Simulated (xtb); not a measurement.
**Geometry relaxation, with input and output: C3H12Ge2 (part 1 of 5)**

- system: C3H12Ge2
- method: GFN2-xTB (xtb 6.7.1)

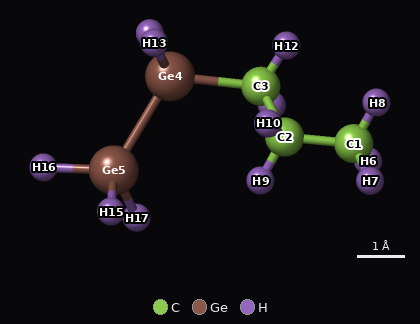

**Figure 1.** The input geometry (ball-and-stick view, seen at a tilt; atoms are numbered from 1 in the order of the input). Sticks mark near contacts.

Input file (input.xyz):
```
17

C      2.52534000     0.55967000    -0.59031000
C      1.07834000     0.59414000    -0.28739000
C      0.30252000    -0.64667000    -0.91208000
Ge    -1.60615000    -0.57568000    -0.54594000
Ge    -2.15532000    -0.12937000     1.67745000
H      2.95678000    -0.25827000    -0.13376000
H      3.07366000     1.48097000    -0.12807000
H      2.72284000     0.54983000    -1.59308000
H      0.86550000     0.63924000     0.76682000
H      0.62666000     1.45822000    -0.65908000
H      0.67582000    -1.56692000    -0.38275000
H      0.55920000    -0.66039000    -1.92554000
H     -2.18038000     0.47146000    -1.38038000
H     -2.25792000    -1.90461000    -1.01470000
H     -1.98685000     1.28202000     2.23771000
H     -3.59488000    -0.41787000     2.13863000
H     -1.36293000    -0.98011000     2.71069000
```

Launch command:
```bash
xtb input.xyz -o tight --gfn 2 -c 0 > xtb.out
```

What the program printed:
```
* xtb version 6.7.1
   ID    Z sym.   atoms
    1    6 C      1-3
    2   32 Ge     4, 5
    3    1 H      6-17

           -------------------------------------------------
          |                Calculation Setup                |
           -------------------------------------------------

          program call               : xtb input.xyz -o tight --gfn 2 -c 0
          coordinate file            : input.xyz
          omp threads                :                     1

           -------------------------------------------------
          |                 G F N 2 - x T B                 |
           -------------------------------------------------

      * Hamiltonian:
        H0-scaling (s, p, d)           1.850000    2.230000    2.230000
        zeta-weighting                 0.500000
      * Dispersion:
        s8                             2.700000
        a1                             0.520000
        a2                             5.000000
        s9                             5.000000
      * Repulsion:
        kExp                           1.500000    1.000000
        rExp                           1.000000
      * Coulomb:
        alpha                          2.000000
        third order                    shell-resolved
        anisotropic                    true
        a3                             3.000000
        a5                             4.000000
        cn-shift                       1.200000
        cn-exp                         4.000000
        max-rad                        5.000000

          ...................................................
          :                      SETUP                      :
          :.................................................:
          :  # basis functions                  44          :
          :  # atomic orbitals                  42          :
          :  # shells                           24          :
          :  # electrons                        32          :
          :  max. iterations                   250          :
          :  Hamiltonian                  GFN2-xTB          :
          :  restarted?                      false          :
          :  GBSA solvation                  false          :
          :  PC potential                    false          :
          :  electronic temp.          300.0000000     K    :
          :  accuracy                    1.0000000          :
          :  -> integral cutoff          0.2500000E+02      :
          :  -> integral neglect         0.1000000E-07      :
          :  -> SCF convergence          0.1000000E-05 Eh   :
          :  -> wf. convergence          0.1000000E-03 e    :
          :  Broyden damping             0.4000000          :
          :  net charge                          0          :
          :  unpaired electrons                  0          :
          ...................................................

 iter      E             dE          RMSdq      gap      omega  full diag
   1    -16.5135946 -0.165136E+02  0.451E+00    5.78       0.0  T
   2    -16.5509633 -0.373687E-01  0.415E+00    6.26       1.0  T
   3    -16.5724407 -0.214774E-01  0.252E+00    6.25       1.0  T
   4    -16.5649066  0.753404E-02  0.211E+00    6.18       1.0  T
   5    -16.5752701 -0.103635E-01  0.714E-01    6.21       1.0  T
   6    -16.5763065 -0.103638E-02  0.312E-01    6.18       1.0  T
   7    -16.5764475 -0.141053E-03  0.950E-02    6.17       1.0  T
   8    -16.5764701 -0.225580E-04  0.609E-03    6.17       4.0  T
   9    -16.5764702 -0.545296E-07  0.396E-03    6.17       6.1  T
  10    -16.5764701  0.234401E-07  0.499E-03    6.17       4.9  T
  11    -16.5764702 -0.311992E-07  0.219E-03    6.17      11.1  T
  12    -16.5764702 -0.125947E-07  0.315E-04    6.17      77.1  T
  13    -16.5764702 -0.985665E-10  0.728E-05    6.17     333.0  T

   *** convergence criteria satisfied after 13 iterations ***

         #    Occupation            Energy/Eh            Energy/eV
      -------------------------------------------------------------
         1        2.0000           -0.6392502             -17.3949
       ...           ...                  ...                  ...
        10        2.0000           -0.4468722             -12.1600
        11        2.0000           -0.4409161             -11.9979
        12        2.0000           -0.4339950             -11.8096
        13        2.0000           -0.4312724             -11.7355
        14        2.0000           -0.4288915             -11.6707
        15        2.0000           -0.4176548             -11.3650
        16        2.0000           -0.4049466             -11.0192 (HOMO)
        17                         -0.1783327              -4.8527 (LUMO)
        18                         -0.1693018              -4.6069
        19                         -0.1162335              -3.1629
        20                         -0.0757560              -2.0614
        21                         -0.0714968              -1.9455
       ...                                ...                  ...
        42                          1.7301469              47.0797
      -------------------------------------------------------------
                  HL-Gap            0.2266139 Eh            6.1665 eV
             Fermi-level           -0.2916397 Eh           -7.9359 eV

 SCC (total)                   0 d,  0 h,  0 min,  0.058 sec
 SCC setup                      ...        0 min,  0.000 sec (  0.279%)
 Dispersion                     ...        0 min,  0.000 sec (  0.254%)
 classical contributions        ...        0 min,  0.000 sec (  0.090%)
 integral evaluation            ...        0 min,  0.007 sec ( 12.512%)
 iterations                     ...        0 min,  0.029 sec ( 50.480%)
 molecular gradient             ...        0 min,  0.021 sec ( 35.834%)
 printout                       ...        0 min,  0.000 sec (  0.472%)

         :::::::::::::::::::::::::::::::::::::::::::::::::::::
         ::                     SUMMARY                     ::
         :::::::::::::::::::::::::::::::::::::::::::::::::::::
         :: total energy             -16.365656691261 Eh    ::
         :: gradient norm              0.145461444516 Eh/a0 ::
         :: HOMO-LUMO gap              6.166478494017 eV    ::
         ::.................................................::
         :: SCC energy               -16.576441862489 Eh    ::
         :: -> isotropic ES           -0.001731364024 Eh    ::
         :: -> anisotropic ES          0.003250775709 Eh    ::
         :: -> anisotropic XC          0.008028131247 Eh    ::
         :: -> dispersion             -0.010729328977 Eh    ::
         :: repulsion energy           0.210785171227 Eh    ::
         :: add. restraining           0.000000000000 Eh    ::
         :: total charge               0.000000000000 e     ::
         :::::::::::::::::::::::::::::::::::::::::::::::::::::

      -----------------------------------------------------------
     |                   =====================                   |
     |                        A N C O P T                        |
     |                   =====================                   |
     |               Approximate Normal Coordinate               |
     |                Rational Function Optimizer                |
      -----------------------------------------------------------
      -----------------------------------------------------------
     |                   =====================                   |
     |                        A N C O P T                        |
     |                   =====================                   |
     |               Approximate Normal Coordinate               |
     |                Rational Function Optimizer                |
      -----------------------------------------------------------

          ...................................................
          :                      SETUP                      :
          :.................................................:
          :   optimization level             tight          :
          :   max. optcycles                   200          :
          :   ANC micro-cycles                  20          :
          :   degrees of freedom                45          :
          :.................................................:
          :   RF solver                   davidson          :
          :   write xtbopt.log                true          :
          :   linear?                        false          :
          :   energy convergence         0.1000000E-05 Eh   :
          :   grad. convergence          0.8000000E-03 Eh/α :
          :   maxmium RF displ.          1.0000000          :
          :   Hlow (freq-cutoff)         0.1000000E-01      :
          :   Hmax (freq-cutoff)         5.0000000          :
          :   S6 in model hess.         20.0000000          :
          ...................................................

generating ANC from exact Hessian ...
Using Lindh-Hessian (1995)
 Shifting diagonal of input Hessian by    1.0278889372284879E-002
 Lowest  eigenvalues of input Hessian
    0.010000    0.000000    0.000000    0.000000    0.000000    0.000000
    0.000000    0.010685    0.011210    0.011752    0.012209    0.012431
    0.013863    0.014001    0.015503    0.019245    0.019754    0.020564
 Highest eigenvalues
    1.054983    1.097284    1.149775    1.185365    1.387429    1.452689

........................................................................
.............................. CYCLE    1 ..............................
........................................................................

 iter      E             dE          RMSdq      gap      omega  full diag
   1    -16.5764702 -0.165765E+02  0.268E-05    6.17       0.0  T
   2    -16.5764702  0.525802E-12  0.161E-05    6.17    1510.2  T
   3    -16.5764702 -0.579092E-12  0.177E-05    6.17    1371.3  T
     SCC iter.                  ...        0 min,  0.010 sec
     gradient                   ...        0 min,  0.028 sec
 * total energy  :   -16.3656567 Eh     change       -0.5329071E-11 Eh
   gradient norm :     0.1454612 Eh/α   predicted     0.0000000E+00 (-100.00%)
   displ. norm   :     0.3253109 α      lambda       -0.2996088E-01
   maximum displ.:     0.1376598 α      in ANC's #16, #29, #33, ...

........................................................................
.............................. CYCLE    2 ..............................
........................................................................

 iter      E             dE          RMSdq      gap      omega  full diag
   1    -16.5699497 -0.165699E+02  0.937E-01    6.24       0.0  T
   2    -16.5695596  0.390098E-03  0.647E-01    6.24       1.0  T
   3    -16.5694001  0.159454E-03  0.630E-01    6.25       1.0  T
   4    -16.5703606 -0.960450E-03  0.216E-01    6.24       1.0  T
   5    -16.5704311 -0.704856E-04  0.118E-01    6.25       1.0  T
   6    -16.5704545 -0.234792E-04  0.253E-02    6.25       1.0  T
   7    -16.5704555 -0.101368E-05  0.679E-03    6.25       3.6  T
   8    -16.5704556 -0.854092E-07  0.130E-03    6.25      18.7  T
   9    -16.5704556  0.159191E-08  0.148E-03    6.25      16.4  T
  10    -16.5704556 -0.332717E-08  0.468E-04    6.25      51.9  T
  11    -16.5704556 -0.334630E-09  0.116E-04    6.25     209.2  T
     SCC iter.                  ...        0 min,  0.047 sec
     gradient                   ...        0 min,  0.025 sec
 * total energy  :   -16.3836322 Eh     change       -0.1797546E-01 Eh
   gradient norm :     0.0533186 Eh/α   predicted    -0.1656578E-01 (  -7.84%)
   displ. norm   :     0.2421296 α      lambda       -0.7374578E-02
   maximum displ.:     0.1024825 α      in ANC's #17, #20, #21, ...

........................................................................
.............................. CYCLE    3 ..............................
........................................................................

 iter      E             dE          RMSdq      gap      omega  full diag
   1    -16.5714040 -0.165714E+02  0.593E-01    6.24       0.0  T
   2    -16.5714540 -0.499487E-04  0.410E-01    6.23       1.0  T
   3    -16.5713036  0.150332E-03  0.208E-01    6.25       1.0  T
   4    -16.5714672 -0.163598E-03  0.903E-02    6.23       1.0  T
   5    -16.5714825 -0.152529E-04  0.486E-02    6.23       1.0  T
   6    -16.5714834 -0.915104E-06  0.191E-02    6.23       1.3  T
   7    -16.5714843 -0.919263E-06  0.518E-03    6.23       4.7  T
   8    -16.5714844 -0.415935E-07  0.149E-03    6.23      16.3  T
   9    -16.5714844 -0.205089E-08  0.474E-04    6.23      51.2  T
  10    -16.5714844 -0.791722E-10  0.225E-04    6.23     107.6  T
     SCC iter.                  ...        0 min,  0.011 sec
     gradient                   ...        0 min,  0.009 sec
 * total energy  :   -16.3860592 Eh     change       -0.2426999E-02 Eh
   gradient norm :     0.0170223 Eh/α   predicted    -0.3903463E-02 (  60.83%)
   displ. norm   :     0.1326209 α      lambda       -0.1297891E-02
   maximum displ.:     0.0868194 α      in ANC's #9, #20, #15, ...

........................................................................
.............................. CYCLE    4 ..............................
........................................................................
```
